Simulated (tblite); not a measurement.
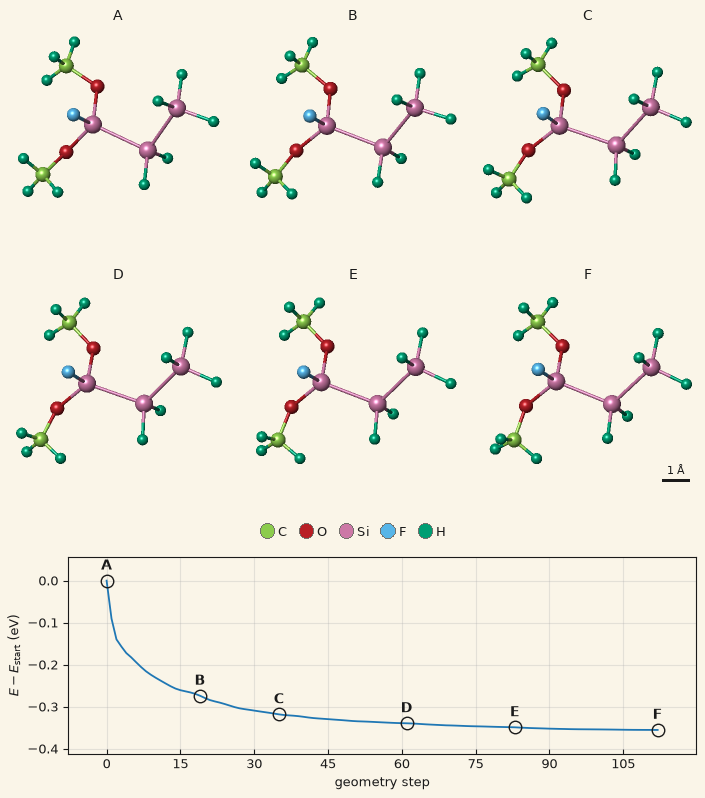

Frames of a relaxation of C2H11FO2Si3, marked on the history of the run. A ball-and-stick model, seen at a tilt.

Level of theory: tblite 0.8.0, GFN2-xTB geometry optimisation, gas phase. 

> Describe the path.

The energy falls by 0.355 eV in 112 geometry steps. The atom that moves furthest after the best rigid fit is an H atom (0.92 Å). By element the largest moves are H 0.92 Å, O 0.53 Å, Si 0.33 Å, F 0.33 Å, C 0.26 Å. Among the contacts that change: O–Si 1.660 → 1.607 Å, Si–Si 2.305 → 2.273 Å, Si–Si 2.286 → 2.315 Å, C–O 1.426 → 1.399 Å. Among the angles between lasting bonds that change: Si–Si–Si 103.5° → 115.9°, C–O–Si 118.2° → 130.3°, Si–O–C 118.0° → 128.4°. Groups turn about O–Si by about 40°. From step 0 to 19: O and H atoms move most (0.23 Å), energy −0.274 eV. From step 19 to 35: an H atom moves most (0.25 Å), energy −0.044 eV. From step 35 to 61: an H atom moves most (0.23 Å), energy −0.021 eV. From step 61 to 83: H atoms move most (0.24 Å), energy −0.010 eV. From step 83 to 112: an H atom moves most (0.21 Å), energy −0.006 eV.

```tsv
step	E − E(0), eV
0	0.0000
1	-0.0905
2	-0.1397
3	-0.1568
4	-0.1723
5	-0.1825
6	-0.1942
7	-0.2055
8	-0.2157
9	-0.2240
10	-0.2312
15	-0.2607
21	-0.2842
26	-0.3009
31	-0.3110
37	-0.3206
42	-0.3270
48	-0.3321
53	-0.3355
58	-0.3383
64	-0.3413
69	-0.3443
74	-0.3463
80	-0.3482
85	-0.3502
91	-0.3525
96	-0.3537
101	-0.3542
107	-0.3550
112	-0.3553
```
